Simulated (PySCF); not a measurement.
**Two runs on C₃H₈N₂O₂Si**

System: C₃H₈N₂O₂Si.
Method of run 1: GIAO PBE0/IGLO-II NMR shielding, non-relativistic, gas phase (PySCF 2.14.0).

The geometry comes from this level: GFN2-xTB. Text and figures count atoms from 1; the logs count them from 0 in places.

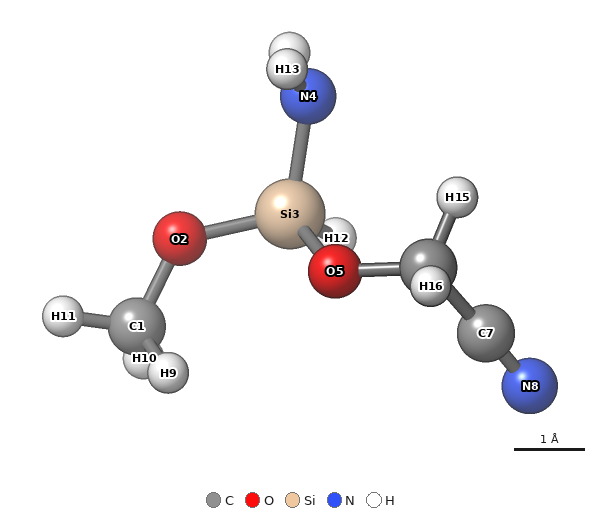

Figure 1. The structure as given in the input (ball-and-stick view, seen at a tilt; atoms are numbered from 1 in the order of the input).

## Input, run 1
```
{"job": {"kind": "nmr", "xc": "PBE0", "basis": "IGLO-II", "pop": false}, "charge": 0, "multiplicity": 1}
C     -1.729776    -1.989651     0.441785
O     -1.733455    -0.660219     0.000590
Si    -0.497525     0.226751    -0.547848
N     -0.966317     1.869085    -0.762740
O      0.630779     0.159103     0.635053
C      1.851482     0.836402     0.643510
C      2.880187     0.092432    -0.056616
N      3.674064    -0.517216    -0.607799
H     -0.926984    -2.159716     1.160630
H     -1.596017    -2.668705    -0.403158
H     -2.692393    -2.184726     0.915814
H      0.037674    -0.233575    -1.823554
H     -1.266734     2.378785     0.054670
H     -1.592926     2.074488    -1.522471
H      1.756896     1.823378     0.171511
H      2.163445     0.962329     1.689212
```

The first line tells a small driver script what to run in PySCF; the rest is the geometry in Å.

Launched with:
```bash
OMP_NUM_THREADS=1 python <driver script> task.json out
```

Hardware: 1 CPU thread, shared host.

## Output (run 1)
```
coarse grid: 14144 points
cycle   1  E = -667.9999023301  dE =  1.159e+00  |g| = 1.024e+00  |ddm| = 3.095e+00
cycle   2  E = -667.6584806472  dE =  3.414e-01  |g| = 1.686e+00  |ddm| = 1.674e+00
cycle   3  E = -668.1760070359  dE = -5.175e-01  |g| = 2.588e-01  |ddm| = 1.151e+00
cycle   4  E = -668.1864616731  dE = -1.045e-02  |g| = 1.268e-01  |ddm| = 1.896e-01
cycle   5  E = -668.1896181477  dE = -3.156e-03  |g| = 2.632e-02  |ddm| = 8.083e-02
cycle   6  E = -668.1897403268  dE = -1.222e-04  |g| = 8.014e-03  |ddm| = 1.864e-02
cycle   7  E = -668.1897522494  dE = -1.192e-05  |g| = 1.438e-03  |ddm| = 5.164e-03
cycle   8  E = -668.1897526717  dE = -4.224e-07  |g| = 3.373e-04  |ddm| = 1.173e-03
final grid: 132928 points
cycle   9  E = -668.1972266882  dE = -6.734e-05  |g| = 1.276e-02  |ddm| = 1.887e-02
cycle  10  E = -668.1971971922  dE =  2.950e-05  |g| = 1.815e-02  |ddm| = 1.486e-02
cycle  11  E = -668.1972540717  dE = -5.688e-05  |g| = 1.565e-03  |ddm| = 9.808e-03
cycle  12  E = -668.1972545577  dE = -4.860e-07  |g| = 3.310e-04  |ddm| = 1.176e-03
cycle  13  E = -668.1972545662  dE = -8.519e-09  |g| = 2.749e-04  |ddm| = 3.045e-04
cycle  14  E = -668.1972545813  dE = -1.508e-08  |g| = 4.914e-05  |ddm| = 1.607e-04
cycle  15  E = -668.1972545818  dE = -5.052e-10  |g| = 9.932e-06  |ddm| = 3.411e-05
converged SCF energy = -668.1972545818

GIAO shielding tensors (ppm)
atom      isotropic    diamagn.    paramagn.     s11        s22        s33       span
  0 C      137.184     241.327    -104.144    110.968    112.796    187.788     76.820
  1 O      295.984     397.851    -101.867    240.696    314.670    332.585     91.889
  2 Si     398.399     885.682    -487.282    365.900    409.035    420.264     54.364
  3 N      240.807     319.043     -78.237    217.189    230.906    274.326     57.137
  4 O      299.972     399.539     -99.567    265.305    305.273    329.337     64.033
  5 C      139.438     239.159     -99.720    115.850    122.645    179.820     63.970
  6 C       68.757     261.213    -192.456    -45.925    -42.196    294.392    340.316
  7 N      -33.588     338.350    -371.939   -194.193   -184.671    278.099    472.292
  8 H       28.205      30.680      -2.475     23.260     27.401     33.952     10.692
  9 H       28.308      29.772      -1.464     24.333     25.876     34.714     10.381
 10 H       28.351      29.061      -0.711     24.077     26.158     34.817     10.740
 11 H       26.950      32.950      -6.001     24.165     24.842     31.842      7.677
 12 H       31.808      32.037      -0.229     25.960     27.646     41.817     15.858
 13 H       31.688      30.902       0.785     25.673     27.240     42.149     16.476
 14 H       27.463      27.910      -0.448     22.584     28.271     31.534      8.951
 15 H       27.685      26.976       0.709     22.648     27.114     33.292     10.644
```

The input of run 2 differs as follows (lines with − go, lines with + come):
```diff
-"xc": "PBE0"
-"basis": "IGLO-II"
-"pop": false
+"xc": "KT3"
+"basis": "pcSseg-1"
+"pop": true
```

How does run 2 compare with run 1?

The total energies belong to different models, so their difference says nothing on which is more stable or more accurate. The HOMO goes from −8.02 to −6.63 eV. The LUMO goes from 0.25 to −0.81 eV. The dipole moment goes from 3.77 to 3.66 D. Of all shieldings, the largest change is that of N8, by +16.3 ppm. The functional changes from PBE0 to KT3. The SCF takes 16 iterations against 15. The basis functions go from 237 to 183.

## Output (run 2)
```
coarse grid: 14144 points
cycle   1  E = -676.0402363459  dE =  1.124e+00  |g| = 1.190e+00  |ddm| = 3.660e+00
cycle   2  E = -675.0718929141  dE =  9.683e-01  |g| = 2.432e+00  |ddm| = 3.484e+00
cycle   3  E = -676.2715424145  dE = -1.200e+00  |g| = 4.265e-01  |ddm| = 2.811e+00
cycle   4  E = -676.3001151755  dE = -2.857e-02  |g| = 2.432e-01  |ddm| = 4.064e-01
cycle   5  E = -676.3121599920  dE = -1.204e-02  |g| = 7.831e-02  |ddm| = 2.220e-01
cycle   6  E = -676.3133885324  dE = -1.229e-03  |g| = 2.189e-02  |ddm| = 6.837e-02
cycle   7  E = -676.3134883261  dE = -9.979e-05  |g| = 5.269e-03  |ddm| = 2.058e-02
cycle   8  E = -676.3134943873  dE = -6.061e-06  |g| = 1.497e-03  |ddm| = 5.550e-03
final grid: 132928 points
cycle   9  E = -676.3841062941  dE = -2.182e-04  |g| = 2.670e-02  |ddm| = 5.375e-02
cycle  10  E = -676.3838097081  dE =  2.966e-04  |g| = 4.798e-02  |ddm| = 5.192e-02
cycle  11  E = -676.3842108870  dE = -4.012e-04  |g| = 5.194e-03  |ddm| = 3.779e-02
cycle  12  E = -676.3842134547  dE = -2.568e-06  |g| = 3.591e-03  |ddm| = 5.204e-03
cycle  13  E = -676.3842162208  dE = -2.766e-06  |g| = 6.718e-04  |ddm| = 2.556e-03
cycle  14  E = -676.3842163238  dE = -1.030e-07  |g| = 1.478e-04  |ddm| = 6.145e-04
cycle  15  E = -676.3842163281  dE = -4.322e-09  |g| = 4.740e-05  |ddm| = 1.526e-04
cycle  16  E = -676.3842163286  dE = -5.311e-10  |g| = 4.823e-06  |ddm| = 4.610e-05
converged SCF energy = -676.3842163286

GIAO shielding tensors (ppm)
atom      isotropic    diamagn.    paramagn.     s11        s22        s33       span
  0 C      132.348     243.721    -111.373    106.576    107.412    183.055     76.479
  1 O      283.455     399.292    -115.838    229.519    301.332    319.513     89.994
  2 Si     413.262     886.840    -473.577    380.235    422.847    436.704     56.469
  3 N      237.930     319.165     -81.235    211.800    230.827    271.162     59.362
  4 O      292.150     403.281    -111.131    264.047    293.108    319.295     55.248
  5 C      133.681     243.007    -109.326    110.788    116.727    173.529     62.742
  6 C       75.252     261.009    -185.757    -34.477    -30.090    290.324    324.800
  7 N      -17.327     340.785    -358.112   -167.064   -162.449    277.534    444.598
  8 H       27.737      31.441      -3.703     22.850     26.671     33.692     10.842
  9 H       27.800      29.569      -1.769     23.857     25.252     34.293     10.436
 10 H       27.897      28.109      -0.212     23.648     25.625     34.417     10.769
 11 H       27.064      33.443      -6.379     24.116     24.915     32.161      8.045
 12 H       31.322      32.644      -1.322     25.287     26.993     41.687     16.400
 13 H       31.199      31.156       0.043     25.041     26.676     41.880     16.840
 14 H       26.866      27.825      -0.959     22.045     27.513     31.041      8.997
 15 H       27.134      25.899       1.235     22.058     26.575     32.769     10.710
```

## The two runs side by side

```csv
quantity,run 1,run 2
outcome,converged,converged
total energy (hartree),−668.197255,−676.384216
HOMO (eV),−8.02,−6.63
LUMO (eV),0.25,−0.81
dipole moment (D),3.77,3.66
shielding of C1 (ppm),137.2,132.3
shielding of O2 (ppm),296.0,283.5
shielding of Si3 (ppm),398.4,413.3
shielding of O5 (ppm),300.0,292.1
shielding of C6 (ppm),139.4,133.7
shielding of C7 (ppm),68.8,75.3
shielding of N8 (ppm),−33.6,−17.3
SCF iterations,15,16
basis functions,237,183
wall time (shared host),2 min,1.8 min
```
